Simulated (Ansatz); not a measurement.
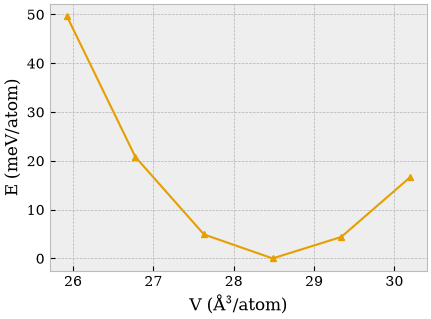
*InAs (wurtzite, space group No. 186) under volume change, HSE06 in the plane-wave PAW code Ansatz, shape and atoms relaxed at each volume.*

### Question
What does a third-order Birch–Murnaghan fit give for V₀, B₀ and B′?

### Answer
V₀ = 28.48 Å³/atom, B₀ = 57.7 GPa, B′ = 4.7.

Space group P6_3mc (wurtzite). The cell is a constructed one: a structure type filled with these elements; the Crystallography Open Database copy checked does not list it. It is not the phase usual at ambient conditions (space group No. 216). The cell was relaxed with HSE06 under the symmetry of its start; its stability against distortions is not shown here.

Potentials: the later of the program's two PAW sets.
